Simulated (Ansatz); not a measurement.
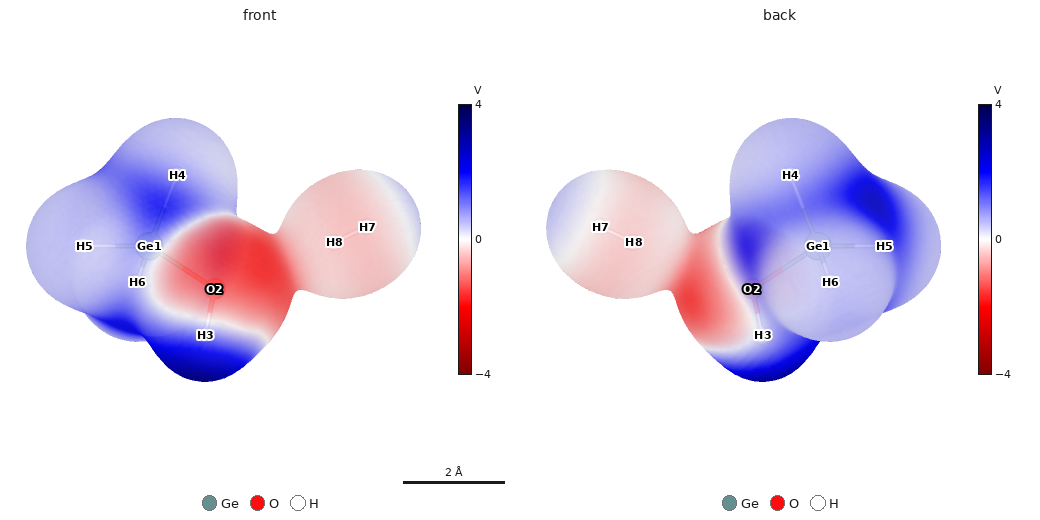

Figure. GeH4O···H2. The molecular electrostatic potential painted on the density surface at 0.004 e/bohr³, seen from the front and from behind; the colour scale runs from red (negative) to blue (positive).

All numbers below come from RKS B3LYP-D4/def2-mTZVP in Ansatz.

```
atom    x (Å)    y (Å)    z (Å)
  Ge  -0.3831   0.3999  -0.1830
   O  -0.2305  -0.2374   1.4947
   H  -1.0516  -0.1907   2.0015
   H   1.0171   0.2025  -0.7777
   H  -0.7726   1.8942  -0.1446
   H  -1.4528  -0.4010  -0.9577
   H   2.1076  -2.5337   1.8659
   H   1.5723  -2.0183   1.8391
```

Q: Describe the electrostatic potential map.

A: The most negative region (about −1.7 V, or −39 kcal/mol for a unit charge) lies over O2, the most positive (about +3.2 V, or +74 kcal/mol for a unit charge) over H3. O2 is the likeliest acceptor of a hydrogen bond.
